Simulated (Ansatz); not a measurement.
# Geometry relaxation, with input and output: CH₅OSi

System: CH₅OSi, multiplicity 2, SMILES CO[SiH2].
Method: UKS B3LYP/def2-SVPD (Ansatz 0.2.0).

It belongs to a series of runs on one base structure; here: end point A relaxed. Figures and captions count atoms from 1; the log counts them from 0 in places.

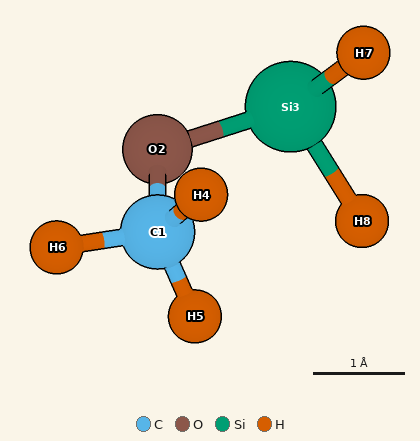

**Figure 1.** The starting structure (ball-and-stick view, seen at a tilt; atoms are numbered from 1 in the order of the input). Bond lengths as drawn: C–H 1.04 to 1.16 Å, C–O 1.41 Å, H–Si 1.50 to 1.54 Å and O–Si 1.65 Å.

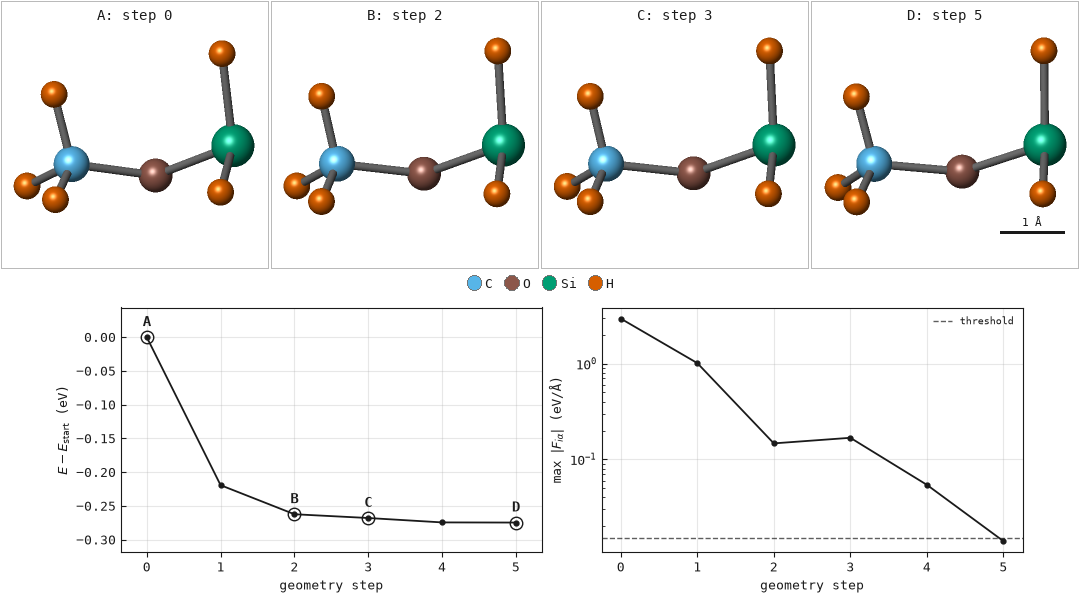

**Figure 2.** Frames of the relaxation (ball-and-stick view, seen at a tilt) above the curves, on which the letters mark them (the first geometry is step 0 here and step 1 in the log).

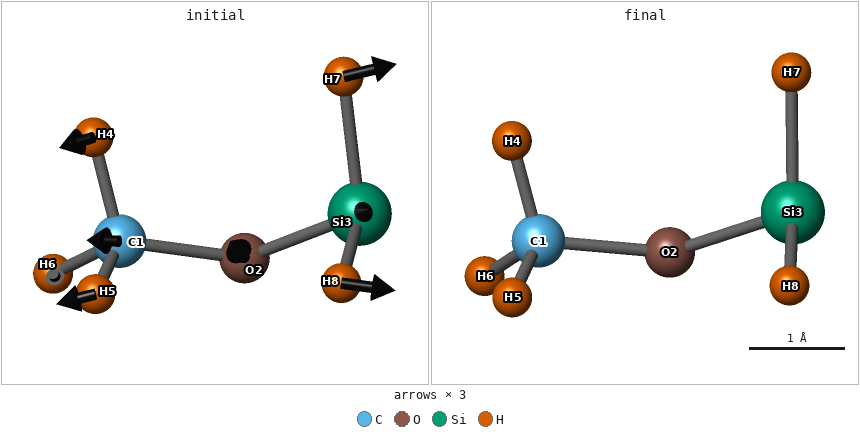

**Figure 3.** Before (left) and after (right) the relaxation, at one scale (ball-and-stick view, seen at a tilt). The black arrows give the displacements, magnified 3 times. Over 5 geometry steps the energy falls by 0.275 eV. The largest force component goes from 3 to 0.014 eV/Å. The largest moves after the best rigid fit, 0.19 Å, are those of H7 and H8. Largest moves by element: H 0.19 Å, O 0.14 Å, C 0.13 Å, Si 0.08 Å. Distances before and after: C1–H6 1.164 → 1.099 Å, C1–H5 1.042 → 1.103 Å, C1–H4 1.141 → 1.103 Å, Si3–H8 1.538 → 1.501 Å. Among the angles that change: C1–O2–Si3 116.7° → 127.8°, H7–Si3–H8 103.7° → 109.9°, O2–C1–H5 115.3° → 111.3°. (Atoms are counted from 1 in the order of the input.)

These pictures come from the run below.

The input:
```yaml
crystal:
  periodic: [false, false, false]
  atoms:
    - { symbol: C, position_ang: [-0.299, 0.8959, 0.3206] }
    - { symbol: O, position_ang: [-0.9386, -0.3334, 0.0782] }
    - { symbol: Si, position_ang: [0.0143, -1.5735, -0.4422] }
    - { symbol: H, position_ang: [0.1688, 1.3568, -0.6123] }
    - { symbol: H, position_ang: [0.4075, 0.8859, 1.0861] }
    - { symbol: H, position_ang: [-1.1368, 1.6422, 0.632] }
    - { symbol: H, position_ang: [0.7249, -1.171, -1.6952] }
    - { symbol: H, position_ang: [1.1511, -1.76, 0.577] }
magnetization:
  spin_polarized: true
  initial_magnetization: 1
basis:
  gaussian: { orbitals: def2-SVPD }
hamiltonian:
  xc: b3lyp
relax:
  f_tol: 0.015
  max_steps: 40
```

Command:
```bash
ansatz run input.yaml --threads 2 --pin off --max-ram 3072MiB --backend cpu --events-out ev --progress --plain --runs-dir out
```

What the program printed:
```
The last accepted step is kept in [file] (removed where the run ends without a failure and the disk answers)
Engine: ansatz 0.2.0, aarch64-unknown-linux-gnu
Functional definition: B3LYP
  parameter a0 = 0.2
  parameter ax = 0.72
  parameter ac = 0.81
  exchange = (1 - a0 - ax)*slater_x + ax*b88_x + a0*exact_x
  correlation = (1 - ac)*vwn_rpa_c + ac*lyp_c
911 factors; their error is unknown
mean field evaluation 1: about -11032.6517 eV, gradient 3.6e1 eV
mean field evaluation 2: about -11016.3089 eV, gradient 7.3e1 eV
mean field evaluation 4: about -11037.7986 eV, gradient 4.2e0 eV
mean field evaluation 8: about -11037.9138 eV, gradient 3.4e-2 eV
mean field -11037.91378986 eV, -405.6358500108 hartree, gradient 4.4e-5 eV, S^2 0.751361; 0 other end points of the search recorded, 0 dependent functions left out
the calculation of the forces begins
reference -11037.91403468 eV, -405.6358590076 hartree; 17, 16 occupied and 90, 91 virtual orbitals, 911 factors
relax step   1: F+E_penalty+E_count = -11037.91378986 eV  Δ(F+E_penalty+E_count) = +0.000e0 eV  max|allowed force component| = 2.959e0 eV/Å  Δτ_max = 0.0000 Å  (29 SCF iters, accepted)
these checks for a lower state are left out or cut short: starts, cluster_reference, orbital_swaps, neighbouring_geometries, increment
911 factors; their error is unknown
mean field evaluation 16: about -11037.9948 eV, gradient 5.0e0 eV
mean field -11038.13301401 eV, -405.6439063495 hartree, gradient 1.3e-5 eV, S^2 0.751377; 0 other end points of the search recorded, 0 dependent functions left out
the calculation of the forces begins
reference -11038.13325747 eV, -405.6439152964 hartree; 17, 16 occupied and 90, 91 virtual orbitals, 911 factors
relax step   2: F+E_penalty+E_count = -11038.13301401 eV  Δ(F+E_penalty+E_count) = -2.192e-1 eV  max|allowed force component| = 1.014e0 eV/Å  Δτ_max = 0.0954 Å  (31 SCF iters, accepted)
these checks for a lower state are left out or cut short: starts, cluster_reference, orbital_swaps, neighbouring_geometries, increment
911 factors; their error is unknown
mean field -11038.17604855 eV, -405.6454878397 hartree, gradient 2.3e-5 eV, S^2 0.751380; 0 other end points of the search recorded, 0 dependent functions left out
the calculation of the forces begins
reference -11038.17629148 eV, -405.6454967673 hartree; 17, 16 occupied and 90, 91 virtual orbitals, 911 factors
relax step   3: F+E_penalty+E_count = -11038.17604855 eV  Δ(F+E_penalty+E_count) = -4.303e-2 eV  max|allowed force component| = 1.468e-1 eV/Å  Δτ_max = 0.0412 Å  (32 SCF iters, accepted)
these checks for a lower state are left out or cut short: starts, cluster_reference, orbital_swaps, neighbouring_geometries, increment
911 factors; their error is unknown
mean field evaluation 32: about -11038.1816 eV, gradient 1.0e-1 eV
mean field -11038.18163748 eV, -405.6456932292 hartree, gradient 2.5e-5 eV, S^2 0.751388; 0 other end points of the search recorded, 0 dependent functions left out
the calculation of the forces begins
reference -11038.18188067 eV, -405.6457021661 hartree; 17, 16 occupied and 90, 91 virtual orbitals, 911 factors
relax step   4: F+E_penalty+E_count = -11038.18163748 eV  Δ(F+E_penalty+E_count) = -5.589e-3 eV  max|allowed force component| = 1.679e-1 eV/Å  Δτ_max = 0.0269 Å  (32 SCF iters, accepted)
these checks for a lower state are left out or cut short: starts, cluster_reference, orbital_swaps, neighbouring_geometries, increment
911 factors; their error is unknown
mean field -11038.18815044 eV, -405.6459325761 hartree, gradient 9.5e-6 eV, S^2 0.751416; 0 other end points of the search recorded, 0 dependent functions left out
the calculation of the forces begins
reference -11038.18839371 eV, -405.6459415159 hartree; 17, 16 occupied and 90, 91 virtual orbitals, 911 factors
relax step   5: F+E_penalty+E_count = -11038.18815044 eV  Δ(F+E_penalty+E_count) = -6.513e-3 eV  max|allowed force component| = 5.416e-2 eV/Å  Δτ_max = 0.0645 Å  (32 SCF iters, accepted)
these checks for a lower state are left out or cut short: starts, cluster_reference, orbital_swaps, neighbouring_geometries, increment
911 factors; their error is unknown
mean field -11038.18837286 eV, -405.6459407498 hartree, gradient 2.4e-5 eV, S^2 0.751414; 0 other end points of the search recorded, 0 dependent functions left out
the calculation of the forces begins
reference -11038.18861612 eV, -405.6459496893 hartree; 17, 16 occupied and 90, 91 virtual orbitals, 911 factors
relax step   6: F+E_penalty+E_count = -11038.18837286 eV  Δ(F+E_penalty+E_count) = -2.224e-4 eV  max|allowed force component| = 1.397e-2 eV/Å  Δτ_max = 0.0058 Å  (26 SCF iters, accepted)
911 factors; their error is unknown
mean field evaluation 64: about -11038.1884 eV, gradient 1.7e-4 eV
mean field -11038.18837286 eV, -405.6459407498 hartree, gradient 2.4e-5 eV, S^2 0.751414; 1 other end points of the search recorded, 0 dependent functions left out
the calculation of the forces begins
reference -11038.18861612 eV, -405.6459496893 hartree; 17, 16 occupied and 90, 91 virtual orbitals, 911 factors
Total energy: -11038.18861612 eV, -405.6459496893 hartree
Atom 0 at    -0.343462     1.018379     0.332624 Å, force    -0.006371     0.006552     0.003331 eV/Å
Atom 1 at    -0.810579    -0.291202     0.056565 Å, force     0.002132    -0.007088    -0.003778 eV/Å
Atom 2 at     0.081363    -1.613665    -0.450004 Å, force    -0.013969     0.003372     0.003698 eV/Å
Atom 3 at     0.115657     1.475768    -0.560181 Å, force     0.001247    -0.001570     0.000460 eV/Å
Atom 4 at     0.398014     1.014749     1.149517 Å, force     0.000647    -0.001587    -0.002055 eV/Å
Atom 5 at    -1.202063     1.631289     0.639474 Å, force     0.002411     0.002176     0.001306 eV/Å
Atom 6 at     0.714050    -1.340897    -1.782936 Å, force     0.007184    -0.002094    -0.000744 eV/Å
Atom 7 at     1.139218    -1.951522     0.559142 Å, force     0.006719     0.000239    -0.002218 eV/Å
Dipole moment:     0.159298     0.164018     0.017830 e Å
```

Trajectory as extended XYZ (Å, eV, eV/Å), 6 frames, from step=1 to step=6:
```
8
Properties=species:S:1:pos:R:3:forces:R:3 step=1 energy=-11037.91379
C    -0.2990    0.8959    0.3206   -2.9586   2.7024  -1.8901
O    -0.9386   -0.3334    0.0782   -0.1992   0.3819   0.1807
Si    0.0143   -1.5735   -0.4422    1.2408  -0.8921   0.1447
H     0.1688    1.3568   -0.6123   -0.3501  -0.6498   0.7583
H     0.4075    0.8859    1.0861    1.5873  -0.3672   1.6856
H    -1.1368    1.6422    0.6320    1.2858  -0.9931  -0.3762
H     0.7249   -1.1710   -1.6952   -0.1261  -0.0412  -0.2669
H     1.1511   -1.7600    0.5770   -0.4798  -0.1409  -0.2359
8
Properties=species:S:1:pos:R:3:forces:R:3 step=2 energy=-11038.13301
C    -0.3357    0.9468    0.3232   -0.7951   1.0142  -0.5697
O    -0.9051   -0.3244    0.0685    0.0047   0.3036   0.1512
Si    0.0885   -1.5603   -0.4392    0.2309  -0.6921  -0.0974
H     0.1426    1.3664   -0.5939   -0.1400  -0.1466   0.2909
H     0.4073    0.9170    1.1131    0.4057  -0.1104   0.4681
H    -1.1437    1.6572    0.6309    0.3814  -0.4557  -0.1510
H     0.6970   -1.2136   -1.7753    0.0421  -0.0189   0.1867
H     1.1411   -1.8461    0.6169   -0.1297   0.1060  -0.2788
8
Properties=species:S:1:pos:R:3:forces:R:3 step=3 energy=-11038.17605
C    -0.3430    0.9760    0.3209    0.0945  -0.0266   0.0825
O    -0.8871   -0.3126    0.0666    0.1229   0.0673   0.0118
Si    0.0757   -1.5911   -0.4405   -0.0240  -0.0308  -0.0685
H     0.1305    1.3936   -0.5824    0.0302   0.0177  -0.0385
H     0.4109    0.9394    1.1300   -0.0630   0.0082  -0.0669
H    -1.1507    1.6472    0.6284   -0.1468   0.0361   0.0453
H     0.7134   -1.2474   -1.7583   -0.0153  -0.0478   0.0345
H     1.1425   -1.8622    0.5794    0.0015  -0.0241  -0.0002
8
Properties=species:S:1:pos:R:3:forces:R:3 step=4 energy=-11038.18164
C    -0.3426    0.9894    0.3239    0.0326  -0.0800   0.0897
O    -0.8692   -0.3066    0.0658    0.1679   0.0022  -0.0302
Si    0.0781   -1.5990   -0.4444   -0.0986   0.0671  -0.0010
H     0.1292    1.4148   -0.5769    0.0083   0.0231  -0.0291
H     0.4081    0.9603    1.1357   -0.0599   0.0118  -0.0602
H    -1.1672    1.6428    0.6323   -0.0658   0.0301   0.0152
H     0.7141   -1.2734   -1.7650   -0.0020  -0.0288   0.0062
H     1.1416   -1.8855    0.5729    0.0175  -0.0254   0.0094
8
Properties=species:S:1:pos:R:3:forces:R:3 step=5 energy=-11038.18815
C    -0.3442    1.0175    0.3326    0.0477  -0.0052  -0.0079
O    -0.8085   -0.2929    0.0574   -0.0542   0.0185   0.0136
Si    0.0806   -1.6151   -0.4503    0.0058   0.0105   0.0011
H     0.1175    1.4718   -0.5610   -0.0131   0.0067   0.0136
H     0.3986    1.0136    1.1491   -0.0171   0.0081  -0.0067
H    -1.2023    1.6319    0.6383    0.0025  -0.0091  -0.0027
H     0.7123   -1.3355   -1.7821    0.0132  -0.0146  -0.0073
H     1.1381   -1.9486    0.5602    0.0152  -0.0148  -0.0037
8
Properties=species:S:1:pos:R:3:forces:R:3 step=6 energy=-11038.18837
C    -0.3435    1.0184    0.3326   -0.0064   0.0066   0.0033
O    -0.8106   -0.2912    0.0566    0.0021  -0.0071  -0.0038
Si    0.0814   -1.6137   -0.4500   -0.0140   0.0034   0.0037
H     0.1157    1.4758   -0.5602    0.0012  -0.0016   0.0005
H     0.3980    1.0147    1.1495    0.0006  -0.0016  -0.0021
H    -1.2021    1.6313    0.6395    0.0024   0.0022   0.0013
H     0.7140   -1.3409   -1.7829    0.0072  -0.0021  -0.0007
H     1.1392   -1.9515    0.5591    0.0067   0.0002  -0.0022
```

Summary:

- outcome: converged
- total energy: −11038.1886 eV
- mean-field energy: −11038.1886 eV
- ⟨S²⟩: 0.751
- largest force (length of the vector) at the end: 0.015 eV/Å
- hardware: 2 threads of Arm Neoverse V1, 24 GiB of memory available, shared host
- wall time: 19 s (CPU time 37 s)
- peak memory: 0.22 GiB
